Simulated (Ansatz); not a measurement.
**One shape, several levels: BNH3 (SMILES B[NH])**

Wanted: a comparison of 6 runs (U-r2SCAN/STO-3G, UBHLYP/STO-3G, USVWN5/STO-3G, UCCSDT/STO-3G, UCCSD/STO-3G, UCCSD(T)/STO-3G) of BNH3. 

The results are computed with Ansatz 0.2.0.

53 further runs of the same task are left out: 53 set aside as unsound or not needed.

### 1 Starting point

BNH3: 5 atoms, total charge 0, spin state doublet. As SMILES, `B[NH]`. The H4–B1 distance was set to 1.505 Å, away from the relaxed value.

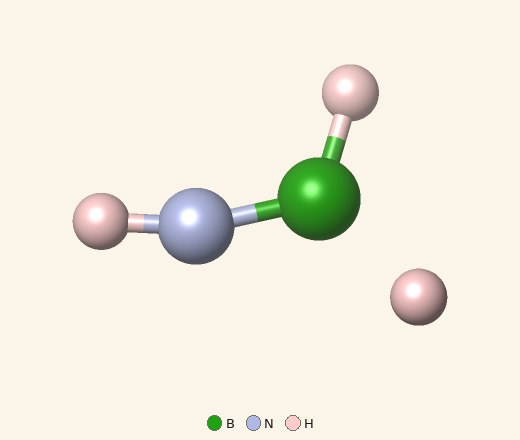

The structure, seen from a chosen angle (boron green, nitrogen light blue, hydrogen pink).

### 2 A single-point energy at U-r2SCAN/STO-3G (run 1)

Contents of run.yaml:

```yaml
crystal:
  periodic: [false, false, false]
  atoms:
    - {symbol: B, position_ang: [-0.147489, -0.319354, 0.155953]}
    - {symbol: "N", position_ang: [0.694511, 0.705946, 0.227753]}
    - {symbol: H, position_ang: [-0.251489, -1.056654, 1.110053]}
    - {symbol: H, position_ang: [-0.964100, -0.573100, -1.081900]}
    - {symbol: H, position_ang: [1.371711, 1.372446, 0.536853]}
basis:
  gaussian: {orbitals: STO-3G}
magnetization: {spin_polarized: true, initial_magnetization: 1}
hamiltonian: {xc: {name: r2SCAN}}
accuracy: high
```

On the command line:

```
$ ansatz run run.yaml --threads 1 --pin off --max-ram 2610MiB --events-out events.jsonl --progress --plain --runs-dir runs
```

The program printed:

```text
Warning: RAYON_NUM_THREADS=1 ignored (pool sized by the plan → 1); use --threads N
Functional definition: r2SCAN
  name "r2SCAN"
  parameter k0 = 0.174
  parameter k1 = 0.065
  parameter a1 = 4.9479
  exchange = r2scan_x(k0 = k0, k1 = k1, a1 = a1)
  correlation = r2scan_c
207 factors; integrals over basis functions are off by at most 9.7e-9 eV
mean field evaluation 1: about -2182.6819 eV, gradient 7.5e0 eV
mean field evaluation 2: about -2181.9592 eV, gradient 1.4e1 eV
mean field evaluation 4: about -2183.1062 eV, gradient 5.5e-1 eV
mean field evaluation 8: about -2183.0308 eV, gradient 2.5e-2 eV
mean field evaluation 16: about -2183.0308 eV, gradient 1.8e-5 eV
mean field -2183.03082676 eV, -80.2249031719 hartree, gradient 5.0e-8 eV, S^2 0.768168; 0 other end points of the search recorded, 0 dependent functions left out
reference -2183.03082758 eV, -80.2249032020 hartree; 8, 7 occupied and 5, 6 virtual orbitals, 207 factors
Total energy: -2183.03082758 eV, -80.2249032020 hartree
```

It took 3 s on 1 thread of Arm Neoverse V1, shared host; peak memory 0.18 GiB.

### 3 The energy at UBHLYP/STO-3G (run 2)

Contents of molecule.yaml:

```yaml
crystal:
  periodic: [false, false, false]
  atoms:
    - {symbol: B, position_ang: [-0.147489, -0.319354, 0.155953]}
    - {symbol: "N", position_ang: [0.694511, 0.705946, 0.227753]}
    - {symbol: H, position_ang: [-0.251489, -1.056654, 1.110053]}
    - {symbol: H, position_ang: [-0.964100, -0.573100, -1.081900]}
    - {symbol: H, position_ang: [1.371711, 1.372446, 0.536853]}
basis:
  gaussian:
    orbitals: STO-3G
magnetization:
  spin_polarized: true
  initial_magnetization: 1
hamiltonian:
  xc: {name: BHLYP}
accuracy: high
```

On the command line:

```
$ ansatz run molecule.yaml --threads 1 --pin off --max-ram 2610MiB --events-out events.jsonl --progress --plain --runs-dir runs
```

The program printed:

```text
Warning: RAYON_NUM_THREADS=1 ignored (pool sized by the plan → 1); use --threads N
Functional definition: BHLYP
  name "BHLYP"
  parameter a = 0.5
  exchange = (1 - a)*b88_x + a*exact_x
  correlation = lyp_c
207 factors; integrals over basis functions are off by at most 9.7e-9 eV
mean field evaluation 1: about -2182.0275 eV, gradient 9.8e0 eV
mean field evaluation 2: about -2182.3375 eV, gradient 9.9e0 eV
mean field evaluation 4: about -2182.9249 eV, gradient 3.3e-1 eV
mean field evaluation 8: about -2182.8927 eV, gradient 1.9e-2 eV
mean field evaluation 16: about -2182.8927 eV, gradient 8.0e-6 eV
mean field -2182.89273420 eV, -80.2198283639 hartree, gradient 7.3e-8 eV, S^2 0.769173; 0 other end points of the search recorded, 0 dependent functions left out
reference -2182.89275162 eV, -80.2198290043 hartree; 8, 7 occupied and 5, 6 virtual orbitals, 207 factors
Total energy: -2182.89275162 eV, -80.2198290043 hartree
```

It took 1.2 s on 1 thread of Arm Neoverse V1, shared host; peak memory 0.11 GiB.

### 4 A single-point energy at USVWN5/STO-3G (run 3)

Contents of input.yaml:

```yaml
crystal:
  periodic: [false, false, false]
  atoms:
    - {symbol: B, position_ang: [-0.147489, -0.319354, 0.155953]}
    - {symbol: "N", position_ang: [0.694511, 0.705946, 0.227753]}
    - {symbol: H, position_ang: [-0.251489, -1.056654, 1.110053]}
    - {symbol: H, position_ang: [-0.964100, -0.573100, -1.081900]}
    - {symbol: H, position_ang: [1.371711, 1.372446, 0.536853]}
basis:
  gaussian:
    orbitals: STO-3G
total_charge: 0
magnetization:
  spin_polarized: true
  initial_magnetization: 1
hamiltonian:
  xc: {name: SVWN5}
accuracy: high
```

On the command line:

```
$ ansatz run input.yaml --threads 1 --pin off --max-ram 2610MiB --events-out events.jsonl --progress --plain --runs-dir runs
```

The program printed:

```text
Warning: RAYON_NUM_THREADS=1 ignored (pool sized by the plan → 1); use --threads N
Functional definition: SVWN5
  name "SVWN5"
  exchange = slater_x
  correlation = vwn5_c
207 factors; integrals over basis functions are off by at most 9.7e-9 eV
mean field evaluation 1: about -2162.9677 eV, gradient 7.6e0 eV
mean field evaluation 2: about -2161.4650 eV, gradient 1.8e1 eV
mean field evaluation 4: about -2163.3151 eV, gradient 4.8e-1 eV
mean field evaluation 8: about -2163.2350 eV, gradient 1.2e-2 eV
mean field evaluation 16: about -2163.2350 eV, gradient 1.1e-7 eV
mean field -2163.23496288 eV, -79.4974185926 hartree, gradient 6.7e-9 eV, S^2 0.756727; 0 other end points of the search recorded, 0 dependent functions left out
reference -2163.23496462 eV, -79.4974186566 hartree; 8, 7 occupied and 5, 6 virtual orbitals, 207 factors
Total energy: -2163.23496462 eV, -79.4974186566 hartree
```

It took 0.74 s on 1 thread of Arm Neoverse V1, shared host; peak memory 0.095 GiB.

Runs 4 to 5 aren't shown in full; the table further down has their settings and results.

### 5 The energy at UCCSD(T)/STO-3G (run 6)

Contents of input.yaml:

```yaml
crystal:
  periodic: [false, false, false]
  atoms:
    - {symbol: B, position_ang: [-0.147489, -0.319354, 0.155953]}
    - {symbol: N, position_ang: [0.694511, 0.705946, 0.227753]}
    - {symbol: H, position_ang: [-0.251489, -1.056654, 1.110053]}
    - {symbol: H, position_ang: [-0.964100, -0.573100, -1.081900]}
    - {symbol: H, position_ang: [1.371711, 1.372446, 0.536853]}
basis:
  gaussian:
    orbitals: STO-3G
scf:
  omitted_lower_state_checks: [cluster_reference, increment]
correlation:
  method: ccsd_t
  frozen_orbitals: {B: 1, H: 0, "N": 1}
magnetization:
  spin_polarized: true
  initial_magnetization: 1
accuracy: high
```

On the command line:

```
$ ansatz run input.yaml --threads 1 --pin off --max-ram 2610MiB --events-out events.jsonl --progress --plain --runs-dir runs
```

The program printed, cut to the lines that bear on the results:

```text
Warning: RAYON_NUM_THREADS=1 ignored (pool sized by the plan → 1); use --threads N
Functional definition: HF
  name "HF"
[...]
207 factors; integrals over basis functions are off by at most 9.7e-9 eV
[...]
mean field -2170.48902950 eV, -79.7640006237 hartree, gradient 2.7e-8 eV, S^2 0.797675; 0 other end points of the search recorded, 0 dependent functions left out
2 core orbitals not correlated: weight in the atoms' cores, before any rotation towards them, 1.000 or more for the frozen orbitals, at most 0.000 for the correlated occupied ones
reference -2170.48902950 eV, -79.7640006237 hartree; 6, 5 occupied and 5, 6 virtual orbitals, 207 factors
second order -2.23873123 eV of doubles, -0.00000000 eV of singles
cycle   1  -2.72453191 eV  change   -4.9e-1 eV  update   8.2e-2
[...]
cycle  26  -3.22076847 eV  change   4.8e-10 eV  update  6.1e-10
perturbative correction -0.07573417 eV, -0.0027831795 hartree
Total energy: -2173.78553214 eV, -79.8851448615 hartree
Checks for a lower state left out: cluster_reference, increment
```

Wall time 0.16 s (1 thread of Arm Neoverse V1, shared host).

### 6 All runs side by side

| run | level | frozen core orbitals | energy (Eh) | ⟨S²⟩ | wall time |
| --- | --- | --- | --- | --- | --- |
| 1 | U-r2SCAN/STO-3G | – | -80.224903 | 0.768 | 3 s |
| 2 | UBHLYP/STO-3G | – | -80.219829 | 0.769 | 1.2 s |
| 3 | USVWN5/STO-3G | – | -79.497419 | 0.757 | 0.74 s |
| 4 | UCCSDT/STO-3G | 2 | -79.886129 | 0.798 | 0.52 s |
| 5 | UCCSD/STO-3G | 2 | -79.882362 | 0.798 | 0.14 s |
| 6 | UCCSD(T)/STO-3G | 2 | -79.885145 | 0.798 | 0.16 s |

### 7 What came out

```
                                          quantity         value
                               run 6: total energy  -79.88514 Eh
run 6: correlation energy (2 core orbitals frozen)    -121.1 mEh
                             run 6: (T) correction     -2.78 mEh
          run 6: ⟨S²⟩ of the reference determinant         0.798
                              run 6: T1 diagnostic         0.032
```

In words: Totals of different functionals can't be ranked against each other. In runs 1, 2, 3, 4, 5, 6 the basis is minimal, so the values are rough. All runs together took 5.8 s, the longest 3 s.
